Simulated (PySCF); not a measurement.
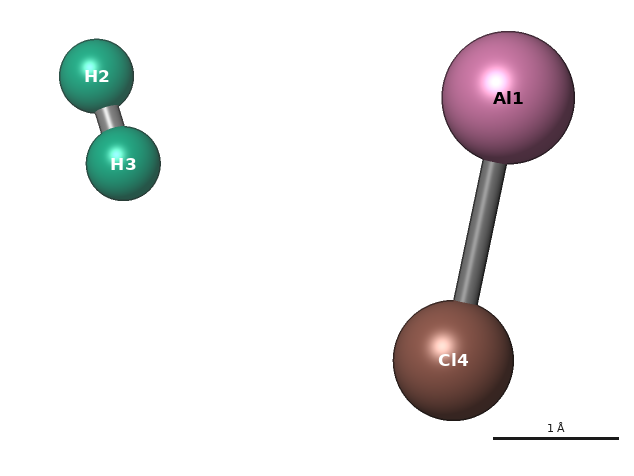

The atoms are numbered. The geometry was computed by an optimisation with PBE0-D4/def2-TZVP. No frequency run is at hand to confirm it as a minimum.

Which atoms are bonded, and how long are the bonds?

```csv
bond,length (Å)
Al1–Cl4,2.149
H2–H3,0.747
```
